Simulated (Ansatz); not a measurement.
**Geometry relaxation, with input and output: C₃H₆OSTe (part 2 of 2)**

C₃H₆OSTe, SMILES CC(O)C(=S)[TeH]; RKS revPBE-D4/def2-SVP (Ansatz 0.2.0). It belongs to a series of runs on one base structure; here: end point B relaxed.

Geometry of the input (Å):
```
C  -0.3143  -1.4590  0.5294
C  0.3183  -0.1671  -0.0477
O  0.9351  -0.4649  -1.2711
C  -0.5942  0.9683  -0.2611
S  -1.6922  0.8743  -1.2822
Te -0.5046  2.7467  0.8939
H  -1.0590  -1.8287  -0.2117
H  -0.8612  -1.1480  1.4513
H  0.4023  -2.1737  0.7857
H  1.0785  0.1810  0.7211
H  0.3187  -0.0446  -1.9677
H  0.5990  3.4060  -0.2676
```

**Trajectory as extended XYZ (Å, eV, eV/Å), 9 of the 23 frames kept, from step=1 to step=23**
```
12
Properties=species:S:1:pos:R:3:forces:R:3 step=1 energy=-23373.59539
C    -0.3143   -1.4590    0.5294   -2.5572   2.6613  -0.2321
C     0.3183   -0.1671   -0.0477    2.1375  -1.0452   1.5052
O     0.9351   -0.4649   -1.2711   -0.1447   0.6697  -1.7892
C    -0.5942    0.9683   -0.2611    2.8786   0.3219   3.9518
S    -1.6922    0.8743   -1.2822   -5.6639  -0.4304  -5.4785
Te   -0.5046    2.7467    0.8939    0.8911   1.4535   0.7099
H    -1.0590   -1.8287   -0.2117    0.1783  -0.1200   0.1680
H    -0.8612   -1.1480    1.4513   -0.0323  -0.3736  -0.0171
H     0.4023   -2.1737    0.7857    1.7257  -1.5639   0.3358
H     1.0785    0.1810    0.7211   -0.0433  -0.3098  -0.6179
H     0.3187   -0.0446   -1.9677    1.0300  -0.9974   0.9632
H     0.5990    3.4060   -0.2676   -0.3997  -0.2661   0.5009
12
Properties=species:S:1:pos:R:3:forces:R:3 step=4 energy=-23374.63039
C    -0.3176   -1.3215    0.5600    0.1650  -0.0514   0.0627
C     0.3655   -0.1070   -0.1121   -0.1642   0.0034  -0.2767
O     1.0054   -0.4656   -1.3299   -0.8418  -0.0020  -0.4473
C    -0.7017    0.9800   -0.3324    0.0655   0.2017  -0.2619
S    -1.7538    0.9436   -1.5845    0.2622  -0.0567   0.4087
Te   -0.5746    2.7102    1.1128   -0.0404  -0.2085  -0.3085
H    -1.0853   -1.7336   -0.1254   -0.0041   0.0115   0.0093
H    -0.8051   -1.0589    1.5214    0.0325   0.0193  -0.0175
H     0.4579   -2.0961    0.7474   -0.1170   0.0803  -0.0129
H     1.1513    0.2928    0.5604    0.0081   0.0121  -0.0183
H     0.2627   -0.5376   -2.0031    0.6796   0.0298   0.6561
H     0.6215    3.2839    0.0578   -0.0454  -0.0393   0.2063
12
Properties=species:S:1:pos:R:3:forces:R:3 step=7 energy=-23374.82500
C    -0.2861   -1.2274    0.5875    0.0198   0.0002   0.0096
C     0.3622   -0.0633   -0.2060   -0.0288   0.0302  -0.0346
O     0.9586   -0.5177   -1.4019    0.1437   0.0254   0.0929
C    -0.7208    0.9903   -0.4662    0.0291   0.1040   0.1626
S    -1.8163    0.8312   -1.6633   -0.0559  -0.0529  -0.0359
Te   -0.7782    2.6453    0.9835    0.4569   0.0675  -0.3682
H    -1.0933   -1.6782   -0.0262    0.0269   0.0257   0.0212
H    -0.7185   -0.8984    1.5539    0.0303   0.0397  -0.0255
H     0.4882   -1.9965    0.7815   -0.0029   0.0344  -0.0065
H     1.1668    0.3888    0.4126    0.0132  -0.0147  -0.0355
H     0.2233   -0.6381   -2.0350   -0.1766  -0.0406  -0.0950
H     0.8404    3.0543    0.5519   -0.4556  -0.2191   0.3148
12
Properties=species:S:1:pos:R:3:forces:R:3 step=9 energy=-23374.95064
C    -0.2592   -1.1701    0.5998    0.0146  -0.0296   0.0118
C     0.3632   -0.0397   -0.2558    0.0036  -0.0155  -0.0332
O     0.9296   -0.5394   -1.4470   -0.0164  -0.0125  -0.0370
C    -0.7280    1.0000   -0.5314    0.0153   0.1010   0.1626
S    -1.8518    0.7924   -1.7014   -0.0511  -0.0655  -0.0624
Te   -0.8245    2.6547    0.8589    0.3018   0.0962  -0.1631
H    -1.0704   -1.6544    0.0191    0.0057   0.0052   0.0148
H    -0.6833   -0.7979    1.5533    0.0276   0.0371  -0.0080
H     0.5240   -1.9226    0.8198   -0.0032   0.0204  -0.0122
H     1.1823    0.4361    0.3229    0.0495  -0.0029  -0.0397
H     0.1691   -0.7105   -2.0455   -0.0100   0.0086   0.0206
H     0.8753    2.8417    0.8796   -0.3375  -0.1426   0.1458
12
Properties=species:S:1:pos:R:3:forces:R:3 step=12 energy=-23375.06484
C    -0.2126   -1.0909    0.6330   -0.0267   0.0209  -0.0015
C     0.3872   -0.0312   -0.3233    0.1006   0.0288  -0.0182
O     0.8679   -0.6166   -1.5128   -0.0990   0.0008   0.0018
C    -0.6904    1.0266   -0.6132   -0.2041  -0.0726   0.0988
S    -1.8250    0.7785   -1.7785    0.0491   0.0123  -0.0845
Te   -0.8566    2.7162    0.6812    0.3790  -0.1317   0.0115
H    -1.0738   -1.5806    0.1336    0.0171   0.0256   0.0244
H    -0.5633   -0.6480    1.5871    0.0236   0.0097  -0.0206
H     0.5581   -1.8575    0.8464    0.0117   0.0215  -0.0063
H     1.2584    0.4511    0.1700   -0.0123   0.0189  -0.0090
H     0.0658   -0.7541   -2.0685    0.0264   0.0074   0.0067
H     0.7107    2.4969    1.3173   -0.2654   0.0585  -0.0031
12
Properties=species:S:1:pos:R:3:forces:R:3 step=15 energy=-23375.10159
C    -0.1651   -1.0104    0.6835    0.0230  -0.0233  -0.0073
C     0.3861   -0.0463   -0.3985   -0.0021  -0.0641  -0.0040
O     0.7686   -0.7477   -1.5576    0.1005   0.0304   0.1374
C    -0.6690    1.0293   -0.6908    0.0495  -0.1647   0.0453
S    -1.7017    0.8822   -1.9613   -0.0314   0.0853  -0.0137
Te   -0.8670    2.6413    0.6874    0.0378   0.0295   0.0283
H    -1.0647   -1.5273    0.2915    0.0175   0.0343   0.0015
H    -0.4372   -0.4885    1.6221    0.0163   0.0178  -0.0132
H     0.6139   -1.7675    0.9015   -0.0294  -0.0024  -0.0049
H     1.2954    0.4503    0.0011    0.0552   0.0464   0.0126
H    -0.0363   -0.7821   -2.1202   -0.1360   0.0295  -0.0828
H     0.5034    2.2571    1.6136   -0.1008  -0.0185  -0.0993
12
Properties=species:S:1:pos:R:3:forces:R:3 step=17 energy=-23375.10803 accepted=F
C    -0.1393   -0.9847    0.7201   -0.0483  -0.0682   0.0962
C     0.3791   -0.0689   -0.4070    0.0688   0.1633  -0.1239
O     0.7072   -0.8150   -1.5468    0.0541  -0.1694  -0.1987
C    -0.6614    1.0151   -0.7095   -0.0200   0.0194   0.0484
S    -1.6343    0.9398   -2.0339   -0.0029   0.0030  -0.0189
Te   -0.9037    2.6048    0.6865   -0.0096  -0.0120  -0.0303
H    -1.0732   -1.4761    0.3861   -0.0349  -0.0204  -0.0046
H    -0.3433   -0.4349    1.6594    0.0173   0.0154  -0.0043
H     0.6219   -1.7642    0.9130    0.0066  -0.0244   0.0067
H     1.3102    0.4394   -0.0582   -0.0599   0.0216   0.0297
H    -0.0424   -0.7126   -2.1853    0.0163   0.0706   0.1770
H     0.4055    2.1476    1.6479    0.0124   0.0012   0.0225
12
Properties=species:S:1:pos:R:3:forces:R:3 step=20 energy=-23375.11187
C    -0.1380   -0.9864    0.7196   -0.0141  -0.0033   0.0157
C     0.3887   -0.0695   -0.4113    0.0074   0.0408  -0.0096
O     0.7143   -0.8203   -1.5523   -0.0489  -0.0040  -0.0535
C    -0.6556    1.0128   -0.7111   -0.0191  -0.0170   0.0062
S    -1.6304    0.9335   -2.0353    0.0108  -0.0034  -0.0145
Te   -0.9144    2.6001    0.6806    0.0077  -0.0071  -0.0087
H    -1.0878   -1.4559    0.3951    0.0015  -0.0026   0.0038
H    -0.3160   -0.4342    1.6631    0.0051  -0.0038  -0.0064
H     0.6090   -1.7836    0.8988    0.0022   0.0007  -0.0012
H     1.3136    0.4421   -0.0551   -0.0055   0.0001   0.0049
H    -0.0494   -0.7023   -2.1711    0.0435  -0.0039   0.0449
H     0.3925    2.1539    1.6514    0.0093   0.0036   0.0184
12
Properties=species:S:1:pos:R:3:forces:R:3 step=23 energy=-23375.11226
C    -0.1336   -0.9823    0.7249    0.0032  -0.0011  -0.0007
C     0.3854   -0.0718   -0.4156    0.0004  -0.0038   0.0045
O     0.7017   -0.8340   -1.5522   -0.0029   0.0085  -0.0007
C    -0.6560    1.0116   -0.7165    0.0034  -0.0071  -0.0080
S    -1.6151    0.9461   -2.0529    0.0013  -0.0005   0.0011
Te   -0.9163    2.5957    0.6786    0.0001  -0.0009   0.0016
H    -1.0883   -1.4502    0.4136   -0.0012   0.0016   0.0007
H    -0.2968   -0.4265    1.6684   -0.0018   0.0013   0.0031
H     0.6128   -1.7817    0.8972    0.0000   0.0021   0.0021
H     1.3123    0.4419   -0.0670    0.0006  -0.0019  -0.0002
H    -0.0525   -0.6980   -2.1767   -0.0026   0.0015  -0.0038
H     0.3727    2.1397    1.6705   -0.0005   0.0003   0.0003
```

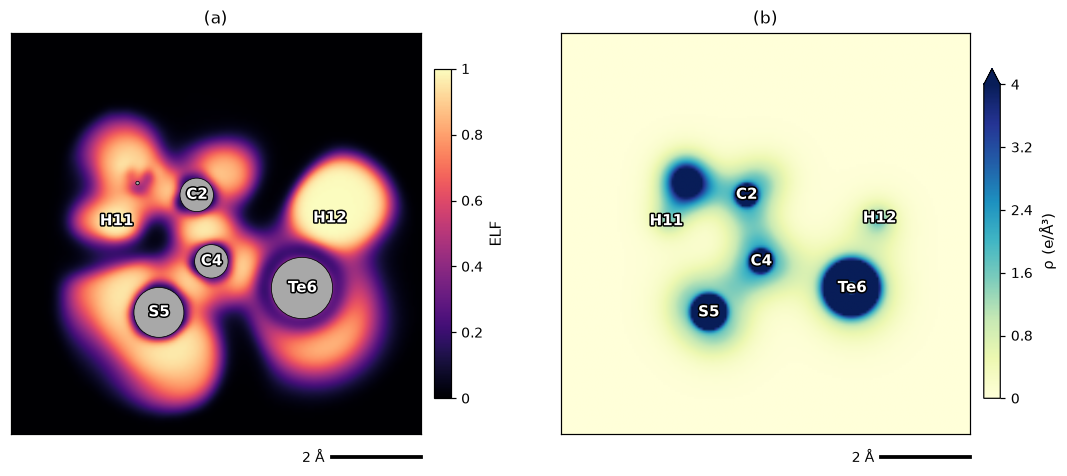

Figure 1. (a) electron localisation function; (b) electron density on the plane of atoms S5, C4 and Te6. Grey discs, where drawn, cover atomic cores. The section cuts through C, S, Te and H sites.

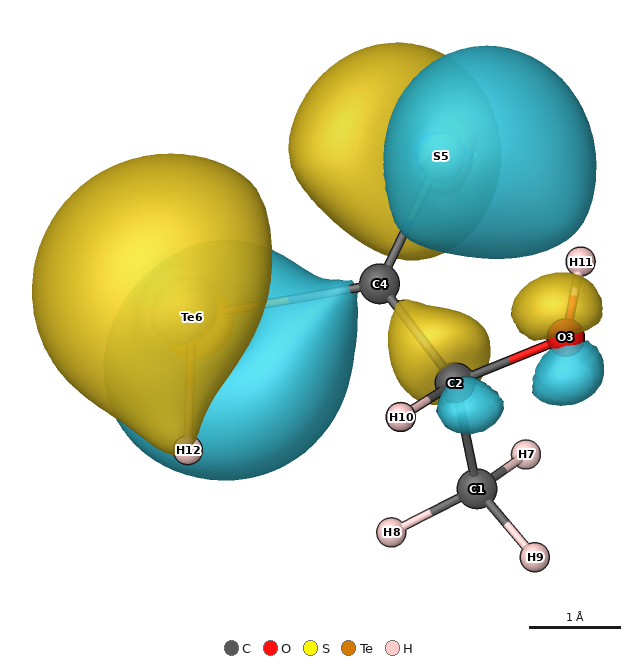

Figure 2. The HOMO−1 at ±0.08 Å⁻³ᐟ² (yellow and cyan are the two phases), seen face on. It lies mainly on Te6 (50 %) and S5 (40 %). Its energy is −5.79 eV.
